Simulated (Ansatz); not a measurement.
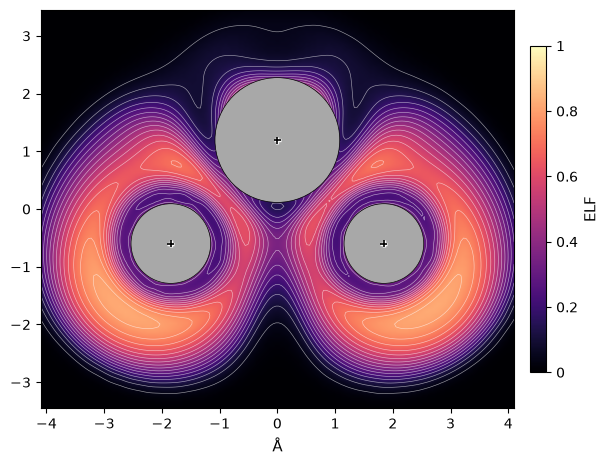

The ELF on a plane through atoms (crosses mark nuclei in the plane; grey discs cover the cores).

Level of theory: UKS PBE0-D4/def2-TZVP (Ansatz 0.2.0).

Candidates:
A. HfTe2 (charge +1, doublet)
B. O2Ru (charge +1, doublet)

### Which candidate gave the map?

Candidate A: HfTe2 on the molecular plane, which holds Hf and Te. Hf–Te (2.57 Å): the ELF reaches about 0.60 near the midpoint.
